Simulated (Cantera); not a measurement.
A closed system holds: 1 mol V, 0.33 mol N2O, 42 mol N2, 0.54 mol H2O, equilibrated at 1675 K.

Cantera equilibrium calculation (NASA polynomials, part measured and part estimated; ideal gas, pure solids and liquids). Candidate condensed phases: H2O, V, VN, VO, V2O3, V2O4, V2O5; 28 gas species. Mutual solubility and eutectic melting of coexisting phases are not modelled. VN, VO: taken at fixed stoichiometry. Condensed phases not in the tables: the oxides between V2O3 and V2O5 other than VO2, solid solutions among these carbides, nitrides and lower oxides, V2N, N, O or C dissolved in the metal. Kinetics and transport are ignored.

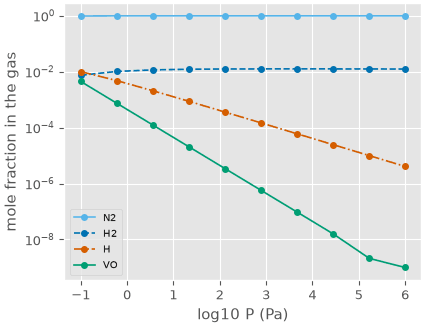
Equilibrium gas composition (values under 1e-9 drawn at 1e-9)

Problem. Read off the mole fractions at 0.280 bar.

Solution. N2 about 0.99, H2 about 0.013, H about 2.5e-5, VO about 1.6e-8.
